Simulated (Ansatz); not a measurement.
# Fields on a plane of NbSi2 (CrSi2 type, space group P6_222)

```xyz
9
Lattice="4.8105 0.0000 0.0000 -2.4052 4.1660 0.0000 0.0000 0.0000 6.6185" Properties=species:S:1:pos:R:3 pbc="T T T"
Nb     2.4052     0.0000     0.0000
Nb     1.2026     2.0830     2.2062
Nb    -1.2026     2.0830     4.4123
Si     0.0000     1.3273     0.0000
Si     3.6610     0.6637     2.2062
Si     1.2557     3.5023     4.4123
Si     2.4052     2.8386     0.0000
Si    -1.2557     3.5023     2.2062
Si     1.1495     0.6637     4.4123
```

The slice is a (0001) plane (indices of the conventional cell) through the point (0.159, 0.319, 0.000) (fractional), spanned by u = [110] and v = [1 -1 0] in vectors of this cell: u (4.81 Å) and v (8.33 Å, at 90° to u). It covers one period; positions are fractions (u, v).

Atoms on it: Nb at (0.01, 0.33); Nb at (0.51, 0.83); Si at (0.00, 0.00); Si at (0.50, 0.50); Si at (0.02, 0.66); Si at (0.52, 0.16).

Level of theory: PBE (plane waves to 420 eV, PAW, scalar-relativistic; Ansatz, a first-principles code). k mesh 11×11×7. Inside the PAW spheres the values are not all-electron values, and peaks at nuclei hang on which shells count as valence. NbSi2 is run without spin polarisation. NbSi2 was relaxed with its symmetry unable to fall.

```
|--====----==++==========|
|====----++%%@@%%++======|
|--------**@@@@@@##==----|
|--------**@@@@@@##==----|
|==========##%%##++----==|
|::--====--======----====|
|  ::====----==------==--|
|--==============------==|
|============--====----==|
|==----====--  --==------|
|++==========--====----==|
|@@%%++==========----++%%|
|@@@@##==------------**@@|
|@@@@##==------------**@@|
|%%##++----============##|
|====----====::--====--==|
|==------==--  ::====----|
|====------==--==========|
|--====----==============|
|  --==------==----====--|
```
Scale: ten equal steps from -1.31 (start of ' ') to 0.71 (end of '@'), in the order ' .:-=+*#%@'. Values: log₁₀ of the valence density in e/Å³. The map has 12 points along u (two characters each, u = 0 at the left) and 20 along v (v = 0 in the bottom row). The scale is logarithmic, as a density can span decades between atoms and voids.

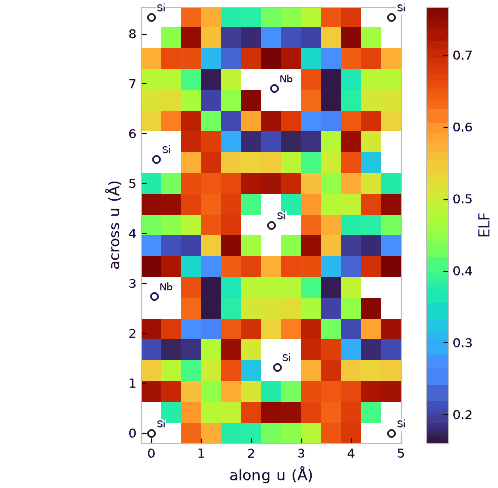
Electron localisation function (ELF), one period of the plane, atoms marked. Points within 0.5 Å of a nucleus are left white, as the pseudised field means little there.
